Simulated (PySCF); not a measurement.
# Ge: excitation energy in def2-QZVPPD

Wanted: the excitation energy of germanium, up a ladder of methods.

Method: unrestricted determinants in a Gaussian basis, no spin-orbit coupling in the energies. Code: PySCF 2.14.0.

### 1 What is computed

| Quantity | Value |
| --- | --- |
| Element | germanium (Z = 32) |
| Basis | def2-QZVPPD |
| Hamiltonian | the non-relativistic Hamiltonian (point nucleus) |
| State 1 | Ge: [Ar] 3d10 4s1 4p2 5s1, high-spin 5P determinant (an excited configuration) |
| Needed too, but not shown | Ge [Ar] 3d10 4s2 4p2 (3P) |
| Methods | CCSD(T) |
| Core shells frozen in the correlated runs | valence: [Ar] 3d10 (for Ge) |

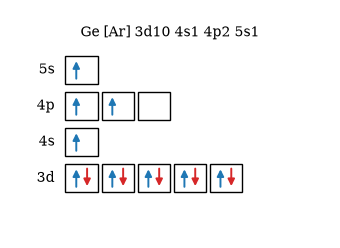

Outer shells as boxes.

The runs were made by one driver on top of PySCF. The scripts below sum up each run's settings (the driver also hands on starting orbitals that pick excited configurations, and frozen orbitals as a list rather than a count), and the logs come from the driver's own runs. The driver starts from symmetry-adapted Hartree-Fock orbitals, holds the occupation by maximum overlap and uses a logarithmic radial grid for functionals, so a plain start would take other cycles.

The integrals over 95 functions and the set-up took 0.87 s of CPU time.

### 2 Ge [Ar] 3d10 4s1 4p2 5s1: CCSD(T) (valence)

**CCSD(T) (valence)**

Input file input.py:

```python
from pyscf import gto, scf, dft, mp, cc
import basis_set_exchange as bse
mol = gto.M(atom="Ge 0 0 0", charge=0, spin=4, symmetry="D2h",
            basis=gto.basis.parse(bse.get_basis("def2-QZVPPD", elements=["Ge"], fmt="nwchem")))
mf = scf.UHF(mol)
mf.irrep_nelec = {'Ag': (7, 5), 'B1g': (1, 1), 'B2g': (1, 1), 'B3g': (1, 1), 'B1u': (3, 2), 'B2u': (3, 2), 'B3u': (2, 2)}
mf.kernel()
mycc = cc.CCSD(mf, frozen=14).run()
mycc.ccsd_t()
```

What it wrote:

```text
CC2 = 0
CCSD nocc = (np.int64(4), np.int64(0)), nmo = (81, 81)
frozen orbitals [[0, 1, 2, 3, 4, 5, 6, 7, 8, 9, 10, 11, 12, 13], [0, 1, 2, 3, 4, 5, 6, 7, 8, 9, 10, 11, 12, 13]]
max_cycle = 100
direct = 0
conv_tol = 1e-08
conv_tol_normt = 1e-06
diis_space = 8
diis_start_cycle = 0
Init t2, MP2 energy = -0.0146760280204479
Init E_corr(UCCSD) = -0.0146760280206146
cycle = 1  E_corr(UCCSD) = -0.0186995463211532  dE = -0.0040235183  norm(t1,t2) = 0.0347514
cycle = 2  E_corr(UCCSD) = -0.020015034443279  dE = -0.00131548812  norm(t1,t2) = 0.0154126
cycle = 3  E_corr(UCCSD) = -0.0208879123013873  dE = -0.000872877858  norm(t1,t2) = 0.00830481
cycle = 4  E_corr(UCCSD) = -0.0208475802808883  dE = 4.03320205e-05  norm(t1,t2) = 0.00406325
cycle = 5  E_corr(UCCSD) = -0.0209417485232935  dE = -9.41682424e-05  norm(t1,t2) = 0.00246318
cycle = 6  E_corr(UCCSD) = -0.0209356494181288  dE = 6.09910516e-06  norm(t1,t2) = 0.000373964
cycle = 7  E_corr(UCCSD) = -0.0209437321507085  dE = -8.08273258e-06  norm(t1,t2) = 0.000158559
cycle = 8  E_corr(UCCSD) = -0.0209383831618174  dE = 5.34898889e-06  norm(t1,t2) = 6.72774e-05
cycle = 9  E_corr(UCCSD) = -0.020940365539127  dE = -1.98237731e-06  norm(t1,t2) = 1.9599e-05
cycle = 10  E_corr(UCCSD) = -0.0209400179992711  dE = 3.47539856e-07  norm(t1,t2) = 3.97638e-06
cycle = 11  E_corr(UCCSD) = -0.0209400177491046  dE = 2.50166523e-10  norm(t1,t2) = 8.33057e-07
UCCSD converged
E(UCCSD) = -2075.05440084613  E_corr = -0.02094001774910462
UCCSD(T) correction = -0.000354951089573822
```

It used 5 s of CPU time after the integrals (shared host).

CCSD correlation -0.02094 hartree, triples -0.00035; total -2075.054756. T1 = 0.012, largest double amplitude 0.046.

### 3 Differences of total energies

Excitation energy: Ge [Ar] 3d10 4s2 4p2 (3P) → Ge [Ar] 3d10 4s1 4p2 5s1 (5P).

| method | value (eV) | less CCSD(T) (valence) (eV) |
| --- | --- | --- |
| UHF | 8.967 | -1.306 |
| MP2 (valence) | 10.026 | -0.247 |
| SCS-MP2 (valence) | 10.370 | +0.097 |
| CCSD (valence) | 10.225 | -0.048 |
| CCSD(T) (valence) | 10.273 | +0.000 |

The differences also use runs on Ge [Ar] 3d10 4s2 4p2 (3P), which are not shown here. The runs at UHF, MP2 (valence) are not shown; their differences are listed all the same.

### 4 Outcome

| quantity | value |
| --- | --- |
| excitation energy, Ge → [Ar] 3d10 4s1 4p2 5s1 | UHF 8.967, CCSD(T) (valence) 10.273 eV |

Each level's miss (mean over 1 difference):

| method | mean absolute miss against CCSD(T) (valence) (eV) |
| --- | --- |
| UHF | 1.306 |
| MP2 (valence) | 0.247 |
| SCS-MP2 (valence) | 0.097 |
| CCSD (valence) | 0.048 |
| CCSD(T) (valence) | 0.000 |

**Reading.** The methods span 1.403 eV, from UHF (8.967) to SCS-MP2 (valence) (10.370). No reference value is at hand in this session. All values hold for this basis alone; no basis-set limit was taken.
